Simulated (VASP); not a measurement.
Band structure of CaBr$_{2}$ (space group P4_2/mnm). These are r2SCAN meta-GGA, VASP's PBE PAW potentials (set 64) (plane waves; VASP) values and carry that method's errors.

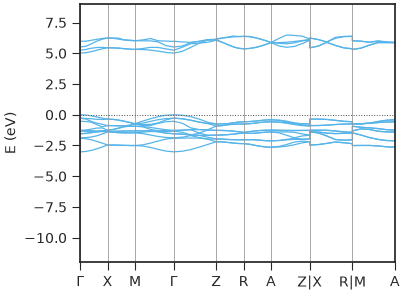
Figure: Bands along high-symmetry lines, zero at the valence-band maximum or, without a gap, the Fermi level

Question: Read the plot: is there a gap, and where are the band edges?

Answer: The gap is direct, 5.02 eV, from the valence maximum at Γ to the conduction minimum at Γ.

The structure comes from a computed database's CaBr2 entry (P4_2/mnm); how it stands against other phases isn't given here. It was relaxed first.
